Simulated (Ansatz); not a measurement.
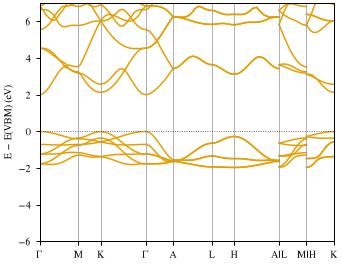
Figure: Band structure from plane-wave PAW LDA (Ansatz code)

Read off the gap and where the band edges lie.

About 2.0 eV (2.01 eV by a search for the band edges); maximum at Γ, minimum at Γ.

Pick the material that matches.
A) BaO, P6_3/mmc (Ba on 2d, O on 2c)
B) GaSe, P6_3/mmc (Ga on 4f, Se on 4f)
C) AlN, P6_3/mmc (Al on 2d, N on 2c)
D) AgI, wurtzite

A, BaO, P6_3/mmc (Ba on 2d, O on 2c)

The first step of the workflow began from a Materials Project structure, measured or hypothetical; the Crystallography Open Database copy checked does not list it. It is not the phase usual at ambient conditions (space group No. 225). The cell was relaxed with LDA under the symmetry of its start; whether a distortion lowers the energy is not shown. Scalar-relativistic: spin–orbit coupling is off unless named, which matters more the heavier the elements.

Potentials: the later of the program's two PAW sets.
